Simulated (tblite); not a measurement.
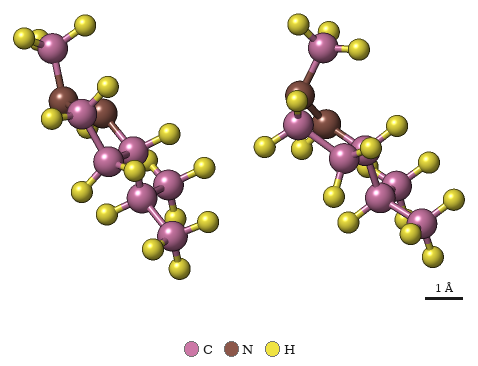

Two geometries of C7H16N2, drawn at one scale. One is the start of a relaxation, the other its converged end. The picture is a ball-and-stick view, seen from a free direction.

These are results of GFN2-xTB geometry optimisation, gas phase in tblite 0.8.0, not measurements. 

Question: Which of the two is the end point?

Answer: The right one is the relaxed one. After 190 geometry steps the energy has fallen by 19.9 kJ/mol. The atom that moves furthest after the best rigid fit is an H atom (1.44 Å). Largest moves by element: H 1.44 Å, C 0.87 Å, N 0.53 Å. Among the contacts that change: C–C 1.508 → 1.544 Å, N–N 1.454 → 1.420 Å, C–C 1.550 → 1.529 Å, C–H 1.106 → 1.088 Å. Among the angles between lasting bonds that change: C–C–N 101.8° → 106.4°, N–C–H 112.2° → 107.7°, C–C–H 109.6° → 113.1°. Groups turn about C–N by about 70°, N–N by about 60°, C–C by about 50°.
